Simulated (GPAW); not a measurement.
Two runs for the Se K edge of atom 2 in YSe (Fm-3m). Run A: GPAW, LDA, excited-electron core hole (neutral cell), 12-atom cell with 7.0 Å between holes, 3×3×3 k points, dipole transitions, Gaussian full width 2.33 eV up to 4 eV, rising linearly to 3.5 eV at 25 eV. Run B has a fault in its input.

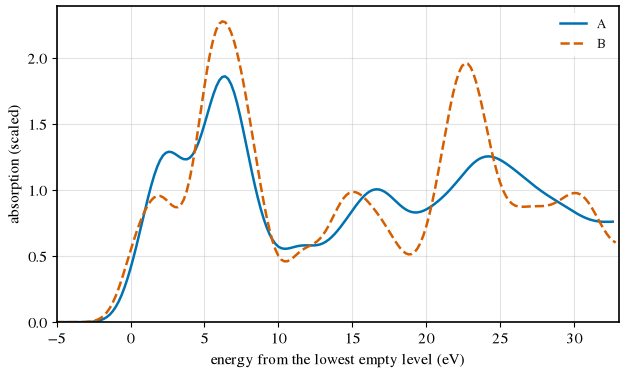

Energy from the lowest empty level; intensity scaled to a mean of 1 over the first 20 eV.

**Question.** What went wrong in run B?

The spectrum is summed over the zone centre alone. The scaled spectrum changes by 28 % r.m.s. The highest intensity below 24 eV goes from 6.4 eV (1.86) to 6.2 eV (2.28). Other settings could leave a like mark; this is the one that was changed.

[Hosts, paths, dates, database ids (printed as entryN), source tags and the programs' standing remarks are cut or masked in the printed files.]

[Lists of maxima count a maximum above −3 eV only where it reaches 4 % of the highest in the window and stands out from its surroundings by 2 % of it (1.5 % where it reaches 55 %); shoulders and weaker maxima are passed over, and of the rest the first, up to two pre-edge ones and the few strongest are named.]
